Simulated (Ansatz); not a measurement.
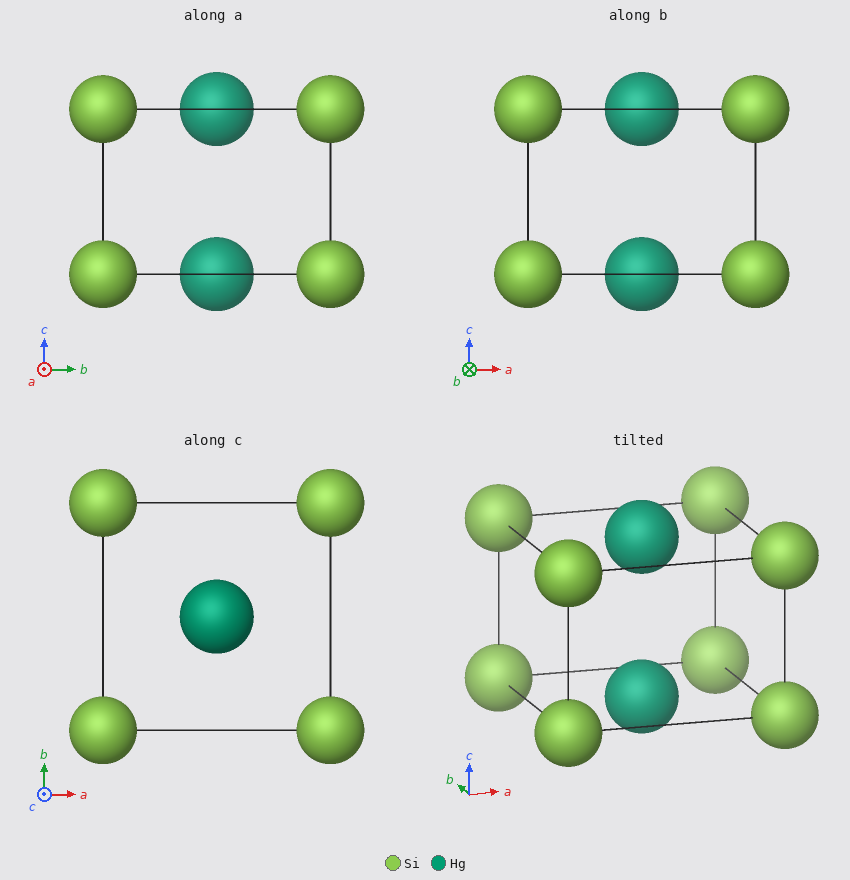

Drawn in the spheres-only manner and seen along the a axis, along the b axis, along the c axis and slightly off an axis. The conventional unit cell is drawn as a box.

Lattice parameters: a = 3.895 Å, b = 3.895 Å, c = 2.828 Å, α = 90.00°, β = 90.00°, γ = 90.00°. Put a along x and b in the xy plane.

Question: Set out the cell and atoms as a POSCAR file.

Answer:
```
Si Hg
1.0
     3.895    0.000    0.000
     0.000    3.895    0.000
     0.000    0.000    2.828
Si Hg
1 1
Direct
  0.0000 0.0000 0.0000
  0.5000 0.5000 0.0000
```

The structure comes from a structure type filled with these elements by a generator (whether the compound takes this form wasn't checked). It is drawn as it came out of a relaxation with DFT PBE, scalar-relativistic, plane waves, PAW in Ansatz.
